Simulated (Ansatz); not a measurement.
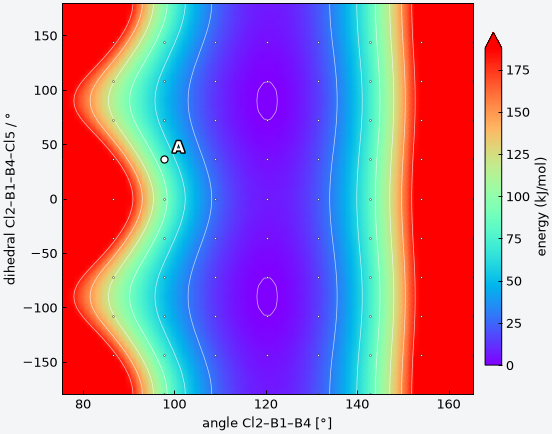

B2(Cl)4. 
- The first coordinate is: angle Cl2–B1–B4; the second: dihedral Cl2–B1–B4–Cl5.
- Nothing is relaxed (all other coordinates rigid).
- Grid: 9 × 10 points; 59 points were computed and 31 follow by symmetry.
- All energies are given in kJ/mol relative to the lowest grid point.
- The calculation used RKS r2SCAN-D4/def2-SVP in Ansatz.

Drawn: a smooth colour map with a few white contour lines, dots at the grid points, one colour for all values above the top of the scale, the point A. Between grid points the surface is interpolated.

**Which way does the force act at A, and how strong is it?**

A, at angle Cl2–B1–B4 = 97.8°, dihedral Cl2–B1–B4–Cl5 = 36°, is not a stationary point. The computed force is 7 kJ/mol for each degree towards larger values of angle Cl2–B1–B4 and 0.83 kJ/mol for each degree towards larger values of dihedral Cl2–B1–B4–Cl5.
